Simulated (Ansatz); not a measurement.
# CH₃CuF₃PS: small, medium and large basis sets

How large a basis does CH₃CuF₃PS need? Two functionals are run in growing sets.

Method: one geometry, several basis sets; program: Ansatz 0.2.0, Gaussian basis.

Levels to be run: PBE0-D4/def2-SVP; ωB97M-V/def2-SVP; PBE0-D4/def2-QZVPP; ωB97M-V/def2-QZVPP; the functionals' def2-TZVPP values are taken from earlier runs.

## (1) Structure used throughout

The geometry comes from an earlier relaxation with PBE0-D4 in a triple-zeta def2 set; it is a stationary point, not always the lowest conformer.

10 atoms, charge 0, spin multiplicity 1.

Atoms are counted from 1 here; the program's logs count them from 0.

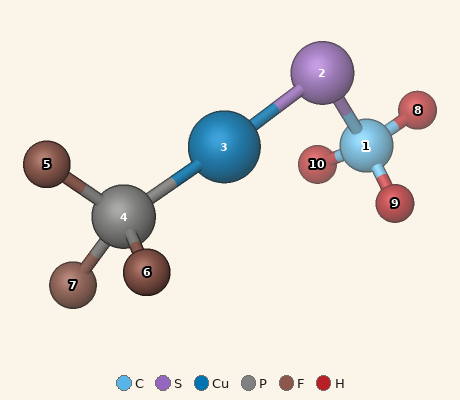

The geometry (colours as in the key); atoms are numbered from 1 in the order of the file.

Coordinates:

```xyz
10
CH3CuF3PS
C     0.7973   -1.9217    1.5216
S     1.7960   -0.9768    0.3245
Cu    0.4378    0.4284   -0.5177
P    -0.8745    1.8547   -1.4277
F    -0.5788    2.2954   -2.8827
F    -1.0457    3.2495   -0.7740
F    -2.3667    1.4626   -1.5685
H     1.4586   -2.6559    1.9834
H     0.3950   -1.2819    2.3065
H    -0.0190   -2.4544    1.0346
```

## (2) PBE0-D4 in def2-SVP

File in.yaml:

```yaml
crystal:
  periodic: [false, false, false]
  atoms:
    - {symbol: C, position_ang: [0.797325, -1.921663, 1.521599]}
    - {symbol: S, position_ang: [1.796050, -0.976829, 0.324483]}
    - {symbol: Cu, position_ang: [0.437795, 0.428387, -0.517705]}
    - {symbol: P, position_ang: [-0.874494, 1.854706, -1.427729]}
    - {symbol: F, position_ang: [-0.578834, 2.295425, -2.882693]}
    - {symbol: F, position_ang: [-1.045734, 3.249528, -0.774002]}
    - {symbol: F, position_ang: [-2.366723, 1.462594, -1.568469]}
    - {symbol: H, position_ang: [1.458579, -2.655874, 1.983378]}
    - {symbol: H, position_ang: [0.395038, -1.281869, 2.306499]}
    - {symbol: H, position_ang: [-0.019000, -2.454404, 1.034630]}
basis:
  gaussian: {orbitals: def2-SVP}
hamiltonian: {xc: pbe0, dispersion: d4}
output: {orbitals: {seedname: orbitals}}
```

Started as:

```bash
> ansatz run in.yaml --threads 4 --pin off --events-out ev --progress --plain --max-ram 11315MiB
```

What it wrote:

```text
Functional definition: PBE0
  name "PBE0"
  cite "Adamo & Barone, J. Chem. Phys. 110, 6158 (1999) doi:10.1063/1.478522"
  cite "Perdew, Burke & Ernzerhof, Phys. Rev. Lett. 77, 3865 (1996) doi:10.1103/PhysRevLett.77.3865"
  parent pbe
  parameter a = 0.25
  parameter kappa = 0.804
  parameter beta = 0.06672455060314922
  exchange = (1 - a)*pbe_x(kappa = kappa, mu = beta*pi^2/3) + a*exact_x
  correlation = pbe_c(beta = beta)
1349 factors; integrals over basis functions are off by at most 1.1e-3 eV
mean field evaluation 1: about -73953.5831 eV, gradient 6.6e1 eV
mean field evaluation 2: about -73847.4089 eV, gradient 2.9e2 eV
mean field evaluation 4: about -73961.3391 eV, gradient 1.6e1 eV
mean field evaluation 8: about -73961.9016 eV, gradient 1.2e0 eV
mean field evaluation 16: about -73961.9054 eV, gradient 1.2e-3 eV
mean field -73961.90540164 eV, -2718.0498903300 hartree, gradient 4.5e-5 eV, S^2 0.000000; 0 other end points of the search recorded, 0 dependent functions left out
reference -73961.90544682 eV, -2718.0498919906 hartree; 48, 48 occupied and 90, 90 virtual orbitals, 1349 factors
Total energy: -73962.12761403 eV, -2718.0580564850 hartree
```

Run time: 2.7 s. Hardware: 4 threads of Intel Xeon Platinum 8375C at 2.90GHz, shared host; peak memory 0.38 GiB.

## (3) ωB97M-V in def2-SVP

Changes to in.yaml since step 2:

```diff
@@ -15,3 +15,3 @@
   gaussian: {orbitals: def2-SVP}
-hamiltonian: {xc: pbe0, dispersion: d4}
+hamiltonian: {xc: {name: wB97M-V}}
 output: {orbitals: {seedname: orbitals}}
```

Same command.

What it wrote, cut to the lines that bear on the results:

```text
Functional definition: wB97M-V
  name "wB97M-V"
  cite "Mardirossian & Head-Gordon, J. Chem. Phys. 144, 214110 (2016) doi:10.1063/1.4952647"
  cite "Becke, J. Chem. Phys. 107, 8554 (1997) doi:10.1063/1.475007"
  cite "Vydrov & Van Voorhis, J. Chem. Phys. 133, 244103 (2010) doi:10.1063/1.3521275"
  # Of w^i u^j: cxij and so on, Table III.
[...]
  gx(w, u) = 1 - cx + cx01*u + cx10*w
  gss(w, u) = css00 + css04*u^4 + css10*w + css20*w^2 + css43*w^4*u^3
  gos(w, u) = cos00 + cos10*w + (cos20 + cos21*u)*w^2 + (cos60 + cos61*u)*w^6
[...]
      + integral(e_c_pw_mod_opposite_spin*gos(b97_w_opposite, b97_u_opposite)) + vv10(b, c)
1349 factors; integrals over basis functions are off by at most 1.1e-3 eV
319 factors; integrals over basis functions are off by at most 6.8e-5 eV
[...]
mean field -73978.76484353 eV, -2718.6694633918 hartree, gradient 1.3e-5 eV, S^2 0.000000; 0 other end points of the search recorded, 0 dependent functions left out
reference -73978.76491412 eV, -2718.6694659860 hartree; 48, 48 occupied and 90, 90 virtual orbitals, 1349 factors
Total energy: -73978.76491412 eV, -2718.6694659860 hartree
```

Run time: 8 s. Hardware: 4 threads of Intel Xeon Platinum 8375C at 2.90GHz, shared host; peak memory 0.56 GiB.

## (4) PBE0-D4 in def2-QZVPP

Changes to in.yaml since step 3:

```diff
@@ -14,4 +14,4 @@
 basis:
-  gaussian: {orbitals: def2-SVP}
-hamiltonian: {xc: {name: wB97M-V}}
+  gaussian: {orbitals: "def2-QZVPP.json"}
+hamiltonian: {xc: pbe0, dispersion: d4}
 output: {orbitals: {seedname: orbitals}}
```

Same command.

What it wrote:

```text
Functional definition: PBE0
  name "PBE0"
  cite "Adamo & Barone, J. Chem. Phys. 110, 6158 (1999) doi:10.1063/1.478522"
  cite "Perdew, Burke & Ernzerhof, Phys. Rev. Lett. 77, 3865 (1996) doi:10.1103/PhysRevLett.77.3865"
  parent pbe
  parameter a = 0.25
  parameter kappa = 0.804
  parameter beta = 0.06672455060314922
  exchange = (1 - a)*pbe_x(kappa = kappa, mu = beta*pi^2/3) + a*exact_x
  correlation = pbe_c(beta = beta)
2322 factors; their error is unknown
mean field evaluation 1: about -73980.3305 eV, gradient 7.9e1 eV
mean field evaluation 2: about -73856.8195 eV, gradient 3.7e2 eV
mean field evaluation 4: about -73989.7024 eV, gradient 2.0e1 eV
mean field evaluation 8: about -73990.0441 eV, gradient 2.1e-1 eV
mean field evaluation 16: about -73990.2572 eV, gradient 6.1e-4 eV
mean field -73990.25718021 eV, -2719.0917989750 hartree, gradient 5.3e-5 eV, S^2 0.000000; 0 other end points of the search recorded, 0 dependent functions left out
reference -73990.25722458 eV, -2719.0918006056 hartree; 48, 48 occupied and 510, 510 virtual orbitals, 2322 factors
Total energy: -73990.47939179 eV, -2719.0999651000 hartree
```

Wall time 17 s (4 threads of Intel Xeon Platinum 8375C at 2.90GHz, shared host); peak memory 3.1 GiB.

## (5) ωB97M-V in def2-QZVPP

Changes to in.yaml since step 4:

```diff
@@ -15,3 +15,3 @@
   gaussian: {orbitals: "def2-QZVPP.json"}
-hamiltonian: {xc: pbe0, dispersion: d4}
+hamiltonian: {xc: {name: wB97M-V}}
 output: {orbitals: {seedname: orbitals}}
```

Same command.

What it wrote, cut to the lines that bear on the results:

```text
Functional definition: wB97M-V
  name "wB97M-V"
  cite "Mardirossian & Head-Gordon, J. Chem. Phys. 144, 214110 (2016) doi:10.1063/1.4952647"
  cite "Becke, J. Chem. Phys. 107, 8554 (1997) doi:10.1063/1.475007"
  cite "Vydrov & Van Voorhis, J. Chem. Phys. 133, 244103 (2010) doi:10.1063/1.3521275"
  # Of w^i u^j: cxij and so on, Table III.
[...]
  gx(w, u) = 1 - cx + cx01*u + cx10*w
  gss(w, u) = css00 + css04*u^4 + css10*w + css20*w^2 + css43*w^4*u^3
  gos(w, u) = cos00 + cos10*w + (cos20 + cos21*u)*w^2 + (cos60 + cos61*u)*w^6
[...]
      + integral(e_c_pw_mod_opposite_spin*gos(b97_w_opposite, b97_u_opposite)) + vv10(b, c)
2192 factors; their error is unknown
395 factors; integrals over basis functions are off by at most 1.6e-5 eV
[...]
mean field -74007.23969979 eV, -2719.7158950584 hartree, gradient 7.9e-5 eV, S^2 0.000000; 0 other end points of the search recorded, 0 dependent functions left out
reference -74007.23977193 eV, -2719.7158977097 hartree; 48, 48 occupied and 510, 510 virtual orbitals, 2192 factors
Total energy: -74007.23977193 eV, -2719.7158977097 hartree
```

Wall time 30 s (4 threads of Intel Xeon Platinum 8375C at 2.90GHz, shared host); peak memory 3.1 GiB.

## (6) Functionals by basis

The def2-TZVPP values come from earlier runs at the same geometry.

```tsv
functional	basis	functions	energy (eV)	from the largest (eV)	HOMO (eV)	LUMO (eV)
PBE0-D4	def2-SVP	138	-73962.1276	28.352	-5.56	-1.37
PBE0-D4	def2-TZVPP	314	-73988.1487	2.331	-5.86	-1.78
PBE0-D4	def2-QZVPP	558	-73990.4794	0.000	-5.93	-1.89
ωB97M-V	def2-SVP	138	-73978.7649	28.475	-7.61	0.75
ωB97M-V	def2-TZVPP	314	-74005.0004	2.239	-7.95	0.15
ωB97M-V	def2-QZVPP	558	-74007.2398	0.000	-8.02	-0.21
```

## (7) Summary of results

| quantity | value |
| --- | --- |
| PBE0-D4: double and triple zeta above quadruple | 28.35, 2.33 eV |
| ωB97M-V: double and triple zeta above quadruple | 28.47, 2.24 eV |

What this shows: PBE0-D4 gains 26.02 eV from double to triple zeta, then 2.33 eV more. Total energies overstate the basis error of differences, where much of it tends to cancel.

For PBE0-D4 the largest set took about 6 times as long as the smallest (17 s against 2.7 s).
